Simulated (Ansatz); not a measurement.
**CH$_{4}$BClSSi: density, localisation and related maps**

The calculation's input:

```
crystal:
  periodic: [false, false, false]
  atoms:
    - { symbol: B, position_ang: [1.6599, 0.2899, -0.1377] }
    - { symbol: C, position_ang: [0.1203, 0.3785, -0.6339] }
    - { symbol: S, position_ang: [-0.2989, 1.2944, -1.683] }
    - { symbol: Si, position_ang: [-1.0928, -0.5555, 0.2781] }
    - { symbol: Cl, position_ang: [-1.8424, 0.5623, 1.8873] }
    - { symbol: H, position_ang: [0.71177, -0.28486, -1.26495] }
    - { symbol: H, position_ang: [2.4692, 0.9898, -0.6766] }
    - { symbol: H, position_ang: [-0.5556, -1.8108, 0.7676] }
    - { symbol: H, position_ang: [-2.2916, -0.8484, -0.5707] }
magnetization:
  spin_polarized: true
basis:
  gaussian: { orbitals: def2-SVP }
hamiltonian:
  xc: pbe
relax:
  f_tol: 0.02
  max_steps: 50
output:
  orbitals: {}
```

Run with:

```sh
ansatz run input.yaml --threads 2 --pin off --max-ram 3072MiB --backend cpu --events-out ev --progress --plain --runs-dir out
```

The fields are those of the run's last geometry, not of the input's.

Computed with Ansatz 0.2.0, UKS PBE/def2-SVP.

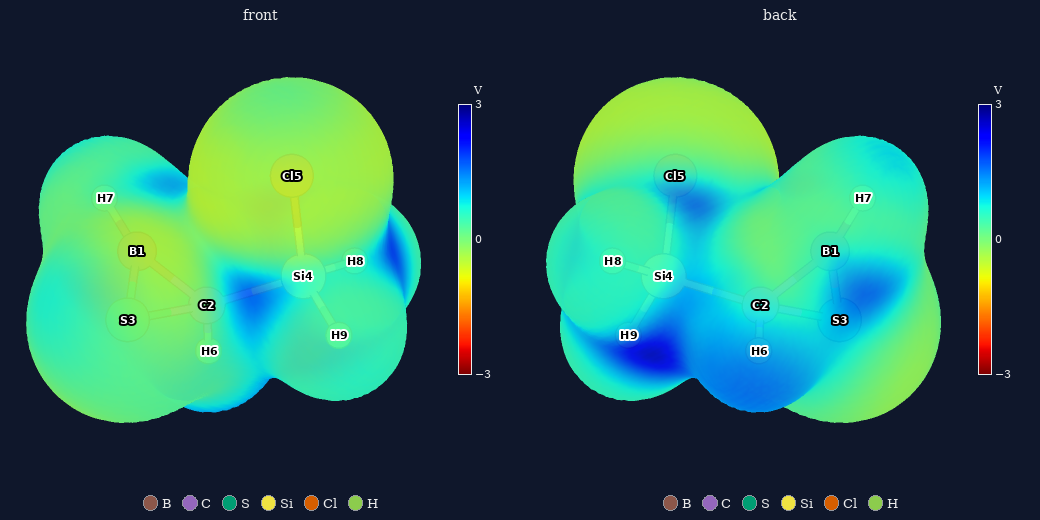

Figure 1. The electrostatic potential painted on the density surface at 0.004 e/bohr³, seen from the front and from behind; red is negative and blue positive.

Q: Describe the electrostatic potential map.

A: The most negative region (about −0.5 V) lies over Cl5, the most positive (about +2.4 V) over Si4. Cl5 shows a σ-hole: about +0.1 V at the tip opposite its bond, against about −0.4 V on its flanks.

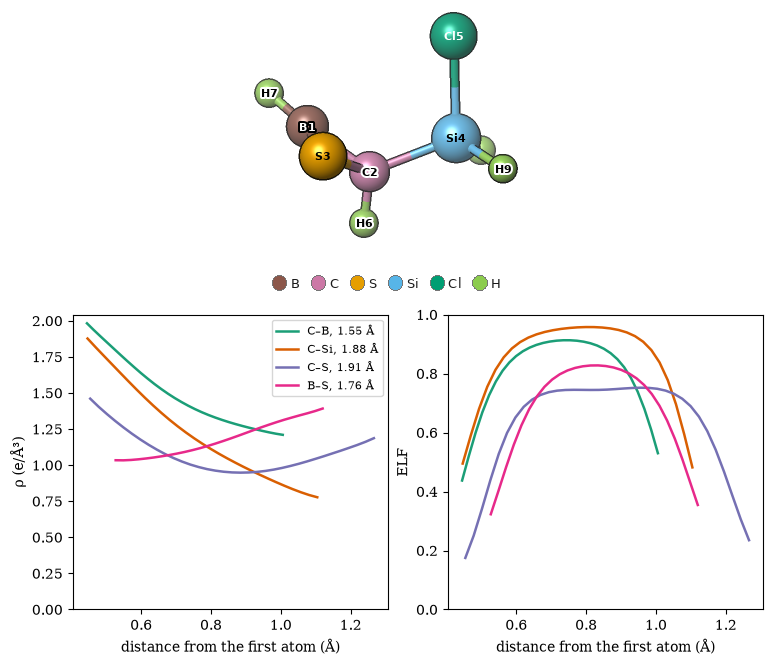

Figure 2. Total electron density and electron localisation function along straight lines between neighbouring atoms. The curves leave out the atomic cores. The structure is drawn too.

Q: What kind of bonding do the profiles show?

A: C–B (1.55 Å): ρ at the midpoint is about 1.4 e/Å³; the ELF peaks at about 0.90 between the atoms: a shared electron pair.
C–Si (1.88 Å): ρ at the midpoint is about 0.93 e/Å³; the ELF peaks at about 0.95 between the atoms (a shared electron pair).
C–S (1.91 Å): ρ at the midpoint is about 0.96 e/Å³; the ELF peaks at about 0.75 between the atoms, as expected for a covalent bond.
B–S (1.76 Å): ρ at the midpoint is about 1.2 e/Å³, with its minimum of 1 e/Å³ about 0.5 Å from B; the ELF peaks at about 0.85 between the atoms (localised, covalent bonding).

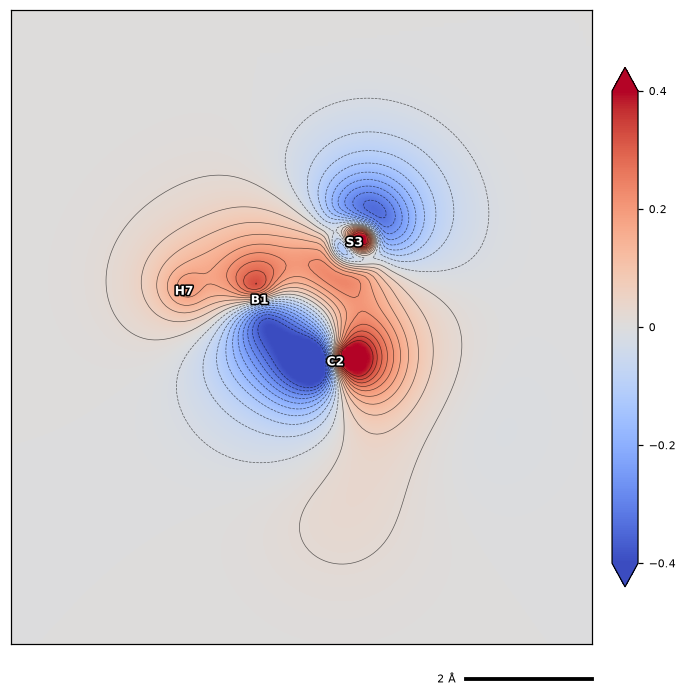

Figure 3. The HOMO−1 on the plane of atoms B1, S3 and C2 (values in Å⁻³ᐟ²; the overall sign is arbitrary).

Q: Describe this orbital and give its energy.

A: By Hirshfeld shares it lies mainly on C2 (about 20 %), S3 (about 20 %), Cl5 (about 15 %), B1 (about 15 %), Si4 (about 10 %) and H9 (about 10 %). Its energy is −7.26 eV.
